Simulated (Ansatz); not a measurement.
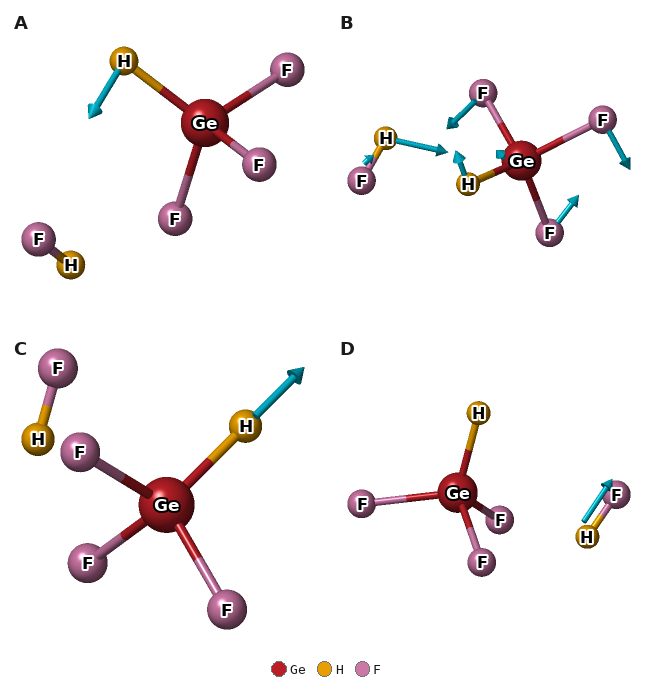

4 normal modes of one molecule or complex, as arrows. Harmonic vibrations computed with RKS PBE0-D4/def2-TZVP (Ansatz 0.2.0) at a stationary point of the same level.

> Match the panels to the wavenumbers 242 cm⁻¹, 700 cm⁻¹, 2292 cm⁻¹, 4009 cm⁻¹.

A: 700 cm⁻¹, F–Ge–H bending
B: 242 cm⁻¹, F–Ge–F bending
C: 2292 cm⁻¹, Ge–H stretching
D: 4009 cm⁻¹, F–H stretching
